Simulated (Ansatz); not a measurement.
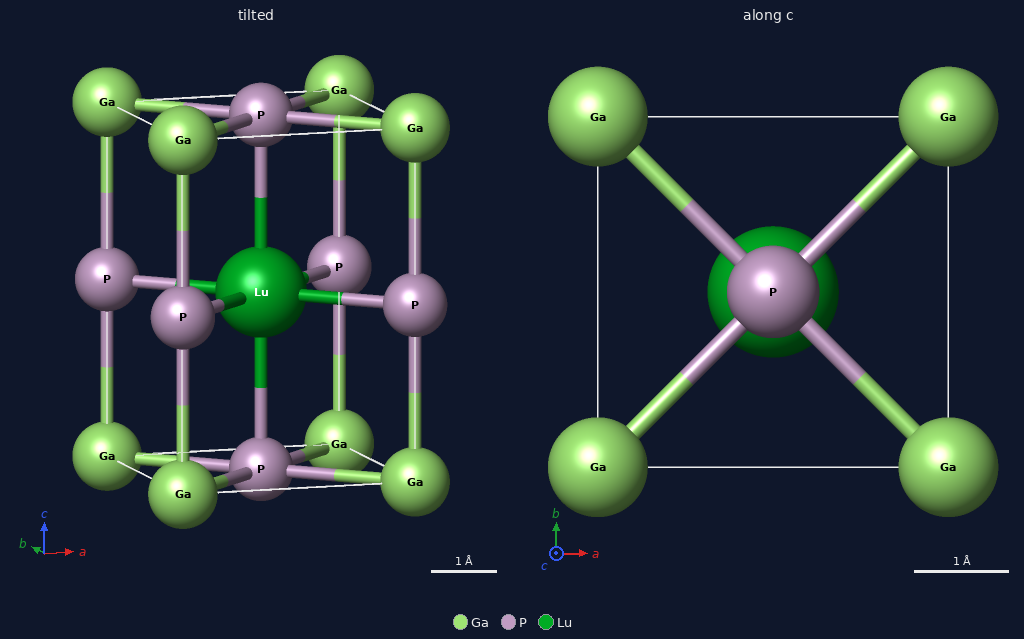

Ball-and-stick representation of a periodic structure, projected slightly off an axis and along the c axis. The conventional unit cell is drawn as a box.

LuGaP$_{2}$, space group P4/mmm (No. 123), a = 3.770 Å, b = 3.770 Å, c = 5.539 Å, α = 90.00°, β = 90.00°, γ = 90.00°. Origin of the cell: a structure type filled with these elements by a generator (whether the compound takes this form wasn't checked). Earlier steps of the study may have refined or changed the cell and positions. Ansatz was used for an electronic-structure calculation on it.

This one geometry was computed with Ansatz (DFT, plane waves, PAW) at three levels of theory: PBE with spin-orbit coupling, r2SCAN and PBE. It was relaxed beforehand with r2SCAN.

### How does the band gap change with the level of theory?

All levels give a metal.

### Collect the results in a table.

| level | cutoff (eV) | k-mesh of the run's cell | gap (eV) | pressure (GPa) |
| --- | --- | --- | --- | --- |
| PBE with spin-orbit coupling | 420 | 8×8×6 | metal | 1.0 |
| r2SCAN | 500 | 8×8×6 | metal | -0.1 |
| PBE | 420 | 8×8×6 | metal | 1.2 |

Gaps are taken on the k-mesh or band path of each run.
